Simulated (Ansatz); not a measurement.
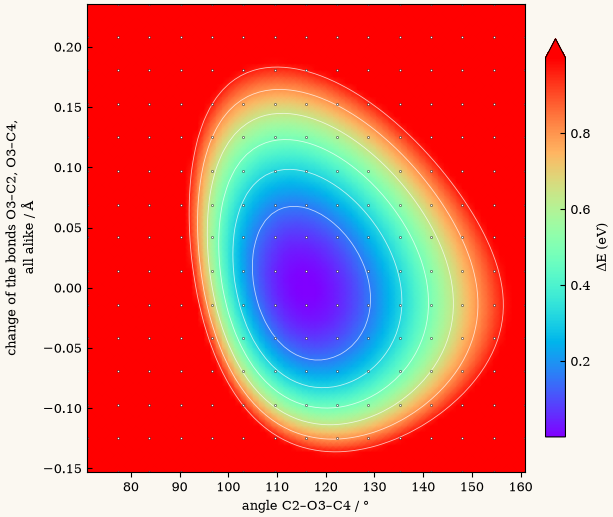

C₂H₇NO₂, SMILES NCOCO. 
- The first coordinate is: angle C2–O3–C4; the second: change of the bonds O3–C2, O3–C4, all alike.
- Nothing is relaxed (all other coordinates rigid).
- The scan uses a 15 × 15 grid.
- Points are written as (first, second).
- Energies: eV, counted from the relaxed molecule at the same level.
- The calculation used RHF/def2-TZVP (Ansatz).

In the figure: a smooth colour map with a few white contour lines, dots at the grid points, one colour for all values above the top of the scale. Between grid points the surface is interpolated.

Estimate the position of the minimum and the force constants in these coordinates.

The interpolated minimum is at angle C2–O3–C4 ≈ 115.9°, the second coordinate ≈ 0.000 Å. The curvatures there are about 7.6 eV/rad² and 83 eV/Å², with a cross term of about 5.1 eV/(rad·Å). Round the minimum the valley is somewhat tilted: raising angle C2–O3–C4 shifts the best value of the second coordinate downwards (coupling k₁₂/√(k₁₁k₂₂) about 0.2).
